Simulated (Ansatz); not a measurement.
# CH5GeNO2: a changed input and its effect

System: CH5GeNO2.
Method of the first run: RKS SPW92 (LDA)/def2-TZVPP (Ansatz 0.2.0).

The geometry comes from this level: PBE0-D4/def2-TZVP. Text and figures count atoms from 1; the logs count them from 0 in places.

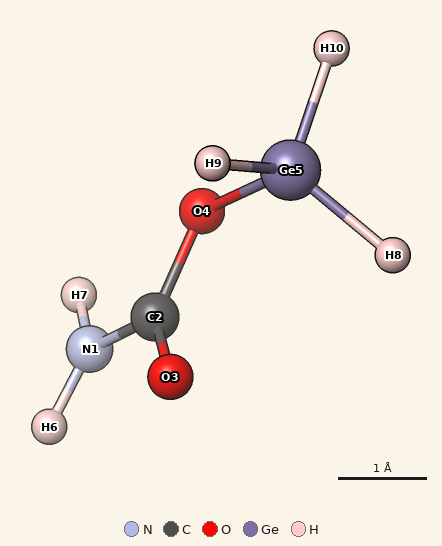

Figure 1. The structure as given in the input (ball-and-stick view, seen at a tilt; atoms are numbered from 1 in the order of the input). Sticks mark near contacts. Bond lengths as drawn: C–N 1.35 Å, C–O 1.22 to 1.33 Å, Ge–H 1.53 to 1.54 Å, Ge–O 1.83 Å and H–N 1.00 Å.

### The input, the first run
```yaml
crystal:
  periodic: [false, false, false]
  atoms:
    - {symbol: N, position_ang: [-0.629640, 1.167764, -1.614927]}
    - {symbol: C, position_ang: [-0.514956, 0.258745, -0.623589]}
    - {symbol: O, position_ang: [-1.352678, -0.580598, -0.357789]}
    - {symbol: O, position_ang: [0.632314, 0.373094, 0.046465]}
    - {symbol: Ge, position_ang: [0.765683, -0.872288, 1.378454]}
    - {symbol: H, position_ang: [-1.466328, 1.173239, -2.165890]}
    - {symbol: H, position_ang: [0.089544, 1.847127, -1.772812]}
    - {symbol: H, position_ang: [0.766240, -2.272583, 0.765358]}
    - {symbol: H, position_ang: [-0.348983, -0.644340, 2.399409]}
    - {symbol: H, position_ang: [2.141904, -0.501358, 1.948322]}
basis:
  gaussian: {orbitals: def2-TZVPP}
hamiltonian: {xc: lda}
output: {orbitals: {seedname: orbitals}}
```

Hardware: 4 threads of Oxide Virtual Turin-like, 27 GiB of memory available, shared host.

### Output (the first run)
```
Functional definition: SPW92
  exchange = slater_x
  correlation = pw_c
1290 factors; their error is unknown
mean field evaluation 1: about -63075.6313 eV, gradient 8.7e1 eV
mean field evaluation 2: about -63022.7507 eV, gradient 1.8e2 eV
mean field evaluation 4: about -63086.6520 eV, gradient 2.5e1 eV
mean field evaluation 8: about -63087.7582 eV, gradient 3.6e-1 eV
mean field evaluation 16: about -63087.7415 eV, gradient 2.0e-4 eV
mean field -63087.74150065 eV, -2318.4317377419 hartree, gradient 3.0e-5 eV, S^2 0.000000; 0 other end points of the search recorded, 0 dependent functions left out
reference -63087.74153912 eV, -2318.4317391554 hartree; 33, 33 occupied and 209, 209 virtual orbitals, 1290 factors
Total energy: -63087.74153912 eV, -2318.4317391554 hartree
```

For the second run the input was changed thus:
```diff
-hamiltonian: {xc: lda}
+hamiltonian: {xc: hse06, dispersion: d4}
```

What does this change do to the results?

The total energies belong to different models, so their difference says nothing on which is more stable or more accurate. The HOMO goes from −6.53 to −7.60 eV. The LUMO goes from −0.90 to −0.14 eV.

### Output (the second run)
```
Functional definition: HSE06
  parameter a = 0.25
  parameter omega = 0.11/bohr
  exchange = pbe_x - a*pbe_x_sr(omega) + a*exact_x_sr(omega)
  correlation = pbe_c
1333 factors; their error is unknown
111 factors; integrals over basis functions are off by at most 7.4e-7 eV
mean field evaluation 1: about -63201.7393 eV, gradient 7.1e1 eV
mean field evaluation 2: about -63191.6462 eV, gradient 1.0e2 eV
mean field evaluation 4: about -63209.7250 eV, gradient 7.4e0 eV
mean field evaluation 8: about -63210.1142 eV, gradient 3.7e-1 eV
mean field evaluation 16: about -63210.1144 eV, gradient 4.0e-5 eV
mean field -63210.11439301 eV, -2322.9288585888 hartree, gradient 4.0e-5 eV, S^2 0.000000; 0 other end points of the search recorded, 0 dependent functions left out
reference -63210.11443403 eV, -2322.9288600963 hartree; 33, 33 occupied and 209, 209 virtual orbitals, 1333 factors
Total energy: -63210.26684317 eV, -2322.9344610286 hartree
```

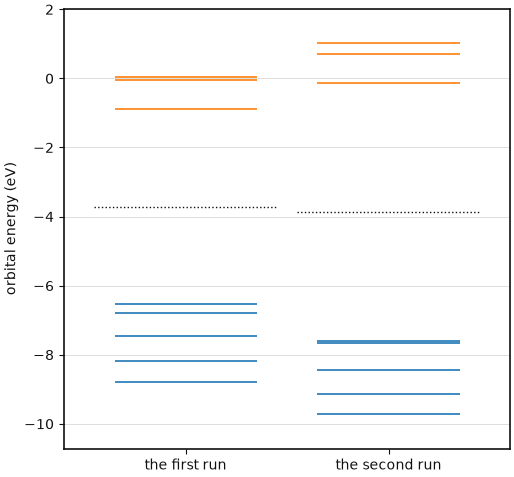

Figure 2. The five highest filled and three lowest empty orbital energies of the two runs; the dotted lines part filled from empty levels. The HOMO–LUMO gap is 5.63 eV in the first run and 7.46 eV in the second run.

### The two runs side by side

```csv
quantity,the first run,the second run
outcome,converged,converged
total energy (hartree),−2318.431739,−2322.934461
HOMO (eV),−6.53,−7.60
LUMO (eV),−0.90,−0.14
basis functions,242,242
wall time (shared host),1.4 s,2.7 s
```
